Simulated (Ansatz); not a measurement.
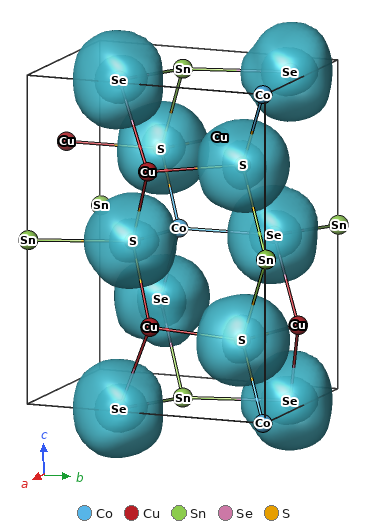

*CoCu2SnSe2S2. Isosurface of the electron localisation function at 0.7 (cyan), seen slightly off an axis. Only the valence region is drawn (cores and ρ < 0.01 e/Å³ removed). Sticks mark near contacts.*

Space group P1; a generated structure, not necessarily the stable one; spin-polarised.

Level of theory: DFT PBE, scalar-relativistic, plane waves, PAW in Ansatz 0.2.0.

Core electrons are frozen (PAW), and the valence fields are smoothed inside the atomic spheres.

Where are the electrons localised?

At this value the surface marks out four regions wrapped around S (the valence shell of each) and four regions wrapped around Se (the valence shell of each), counted in one cell of 16 atoms. Regions shared between cells count once. Along the contacts the grid gives the following. Co–S (2.25 Å): the ELF peaks at about 0.90 in the valence shell of S, 0.8 Å from its nucleus, and is about 0.50 at the midpoint. Cu–S (2.26 Å): the ELF peaks at about 0.90 in the valence shell of S, 0.8 Å from its nucleus, and is about 0.45 at the midpoint.
